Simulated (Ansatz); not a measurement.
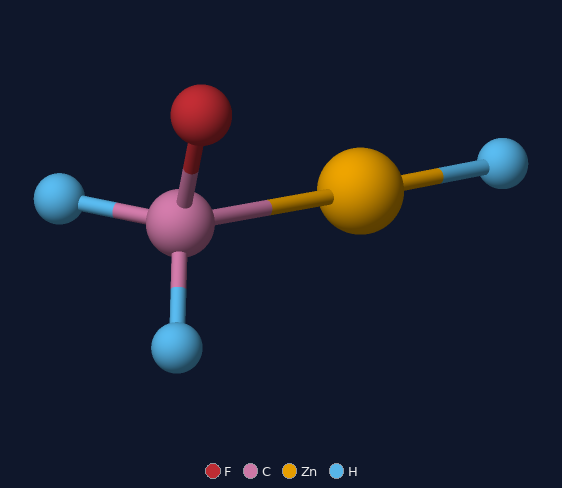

Harmonic vibrations computed with RKS PBE0-D4/def2-TZVP (Ansatz 0.2.0) at a stationary point of the same level.

Minimum or transition state?

Answer. A minimum: no imaginary frequency, and the lowest mode lies at 183 cm⁻¹.

List the wavenumbers.

Answer. 12 modes: 183, 415, 459, 569, 682, 1018, 1245, 1268, 1462, 1904, 3034, 3086 cm⁻¹.
